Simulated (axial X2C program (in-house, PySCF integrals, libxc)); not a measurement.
**Relativistic diatomic calculation for ZrO⁺**

- system: ZrO⁺. The reference is closed-shell ZrO; the roots are the vertical energies to take an electron from it, which leaves states of ZrO⁺. The distance is the PBE0 minimum at charge 0.
- method: EOM-IP-CCSD, two-component X2C with atomic mean-field Coulomb and Gaunt terms, Zr dyall-cv3z, O dyall-av3z (cores contracted) (axial X2C program (in-house, PySCF integrals, libxc))

Input:
```
{"zs": [40, 8], "q": 1, "bas": ["dyall-cv3z", "dyall-av3z"], "r0": 1.84, "eom": "ip", "rq": 0, "thr": -2.0, "nmax": 95, "grid": [1, 0.96, 1.045, 0.92, 1.09, 1.15]}
```

The line is the task of a batch: nuclear charges, charge, bases, a first guess of the distance and further settings. This report covers the levels named above. The log is that of the reference distance 1.715 Å.

Launched within a batch (the task file carries these settings):
```bash
python <driver script> task.json out
```

Output:
```
two-component X2C + atomic mean field  HF
basis functions 215  fitting functions 1018  grid points 5074
iter        total energy     max residual
   1      -3669.814505362     2.78e-01
   2      -3669.840491034     1.23e-02
   3      -3669.839636056     1.65e-02
   4      -3669.844804323     1.16e-03
   5      -3669.844933901     5.25e-04
   6      -3669.844964923     2.11e-04
   7      -3669.844974128     1.31e-04
   8      -3669.844975875     4.81e-05
   9      -3669.844976124     1.69e-05
  10      -3669.844976166     1.21e-05
  11      -3669.844976189     7.31e-06
  12      -3669.844976201     1.51e-06
  13      -3669.844976202     7.91e-07
converged
one-electron -5259.63078426  Coulomb 1613.76232562  exact exchange -121.11320149  xc functional 0.00000000  nuclear repulsion 98.73860495  atomic mean-field constant -1.60192103
correlated 18  virtual 308  natural virtual 84  E(MP2) -0.646172313  MP2 remainder -0.068174458
iter   CCSD correlation   residual
   1     -0.525518829   3.06e-01
   2     -0.554995397   2.18e-01
   3     -0.561496373   4.73e-02
   4     -0.561886269   1.89e-02
   5     -0.561915120   7.06e-03
   6     -0.561959824   3.76e-03
   7     -0.561952494   1.66e-03
   8     -0.561958455   5.73e-04
   9     -0.561973778   2.27e-04
  10     -0.561964458   1.11e-04
  11     -0.561965792   6.92e-05
  12     -0.561966205   3.81e-05
  13     -0.561965450   2.42e-05
  14     -0.561965840   1.33e-05
  15     -0.561965557   6.72e-06
  16     -0.561965601   3.63e-06
  17     -0.561965610   1.77e-06
(T) -0.03146541171354151  T1 0.0397  D1 0.0679  max T2 0.124
EOM-IP-CCSD roots
2*Omega      energy/Eh   energy/eV  one-particle weight
    1       0.27317608      7.4335      0.979
    1       0.38672583     10.5233      0.001
    1       0.43564202     11.8544      0.119
    1       0.45194161     12.2980      0.830
    3       0.31277053      8.5109      0.000
    3       0.39050655     10.6262      0.001
    3       0.45200663     12.2997      0.901
    5       0.31483966      8.5672      0.000
```

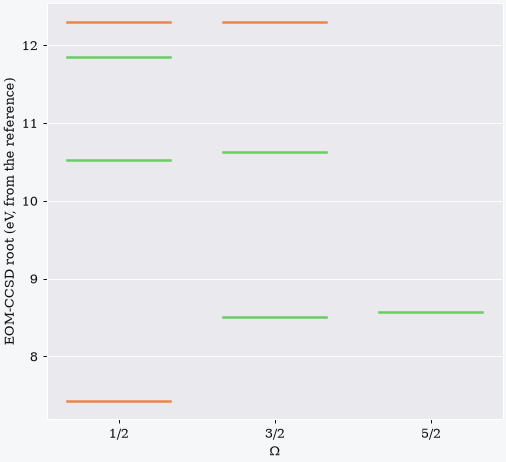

Figure 1. EOM-CCSD roots by Ω at 1.72 Å; roots whose one-particle weight is under 0.8 have the second colour. The lowest has Ω = 1/2 and lies at 7.433 eV, with one-particle weight 0.98. 5 of the 8 roots are less well described at this level.

Results in brief:

```
                                                                                                         quantity                                                                 value
                                                                                                          outcome                                                             converged
                                                                                   HF energy of the reference ZrO                                                   −3669.84498 hartree
                                                                                  MP2 energy of the reference ZrO                                                   −3670.49115 hartree
CCSD energy of the reference ZrO (with the MP2 share of the virtual spinors left out of the coupled-cluster step)                                                   −3670.47512 hartree
                                                                              CCSD(T) energy of the reference ZrO                                                   −3670.50658 hartree
                                         T1 diagnostic (spinor form; for a closed shell √2 times the usual value)                                                                 0.040
                                                                                                         hardware  1 thread of Arm Neoverse V2, 24 GiB of memory available, shared host
                                                                                                        wall time                                                                  16 s
                                                                                                      peak memory                                                               1.1 GiB
```
